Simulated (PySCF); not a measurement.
C$_{5}$H$_{8}$Cl$_{2}$Si (SMILES ClC(Cl)C=C1C[SiH2]C1)

```xyz
16

Cl   -3.2966   -1.5489    0.5189
C    -2.3687   -0.1891   -0.1869
Cl   -3.4711    1.2075   -0.3745
C    -1.2226    0.1651    0.6785
C     0.0411    0.0915    0.2853
C     0.6091   -0.3373   -1.0446
Si    2.3875    0.0133   -0.4128
C     1.2703    0.4359    1.0878
H    -2.0687   -0.4960   -1.1889
H    -1.4728    0.4963    1.6765
H     0.3703   -1.3722   -1.2857
H     0.2502    0.2761   -1.8697
H     3.2578   -1.1492   -0.2563
H     3.0675    1.1407   -1.0455
H     1.3738   -0.1926    1.9712
H     1.2653    1.4679    1.4353
```

Geometry: GFN2-xTB.

Level of theory: PBE0/pcSseg-1, SCF density, gas phase, non-relativistic (PySCF 2.14.0).

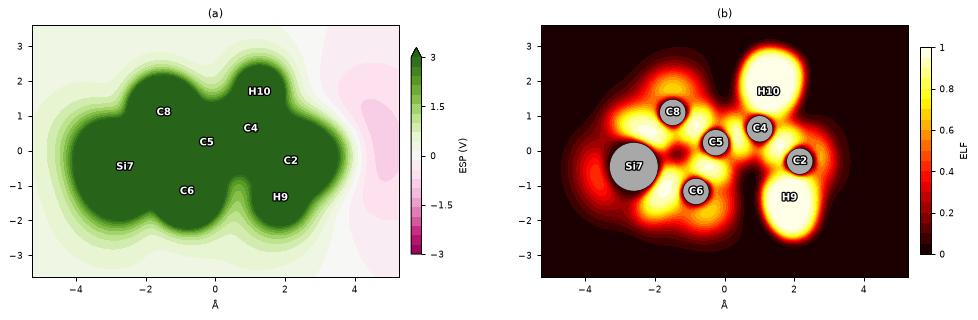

Figure 1. (a) electrostatic potential; (b) ELF on the plane of atoms C2, C4 and H10. Grey discs cover the atomic cores in the ELF map.

**What do the fields say about this system?**

The plane passes through C, Si and H nuclei.
C–C (1.33 Å): the ELF peaks at about 0.95 between the atoms (a multiple bond).
C–Si (1.92 Å): the ELF peaks at about 0.95 between the atoms: a shared electron pair.
C–H (1.08 Å): the ELF climbs to about 1 towards the hydrogen, as it does in any bond to H: a covalent bond by its length.
C–C (1.48 Å): the ELF peaks at about 0.95 between the atoms, as expected for localised, covalent bonding.
Outside the dense part of the molecule the potential is most negative (−0.8 V) near Cl3, which lies off the plane.

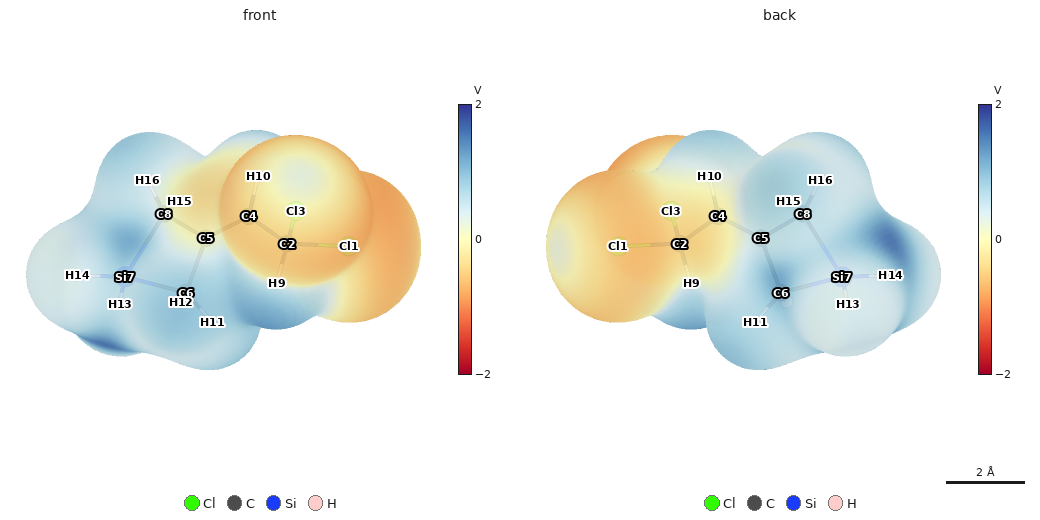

Figure 2. The molecular electrostatic potential painted on the density surface at 0.002 e/bohr³, seen from the front and from behind; red is negative and blue positive.

**Which sites attract a positive test charge, and which a negative one?**

A positive charge is drawn to the negative regions and a negative charge to the positive ones. The most negative region (about −0.8 V) lies over Cl1 and Cl3, the most positive (about +1.6 V) over Si7. Cl1 shows a σ-hole: about +0.2 V at the tip opposite its bond, against about −0.6 V on its flanks. Cl3 shows a σ-hole: about +0.3 V at the tip opposite its bond, against about −0.6 V on its flanks.

**What dipole moment does the calculation give?**

Its dipole moment is 3.45 D.
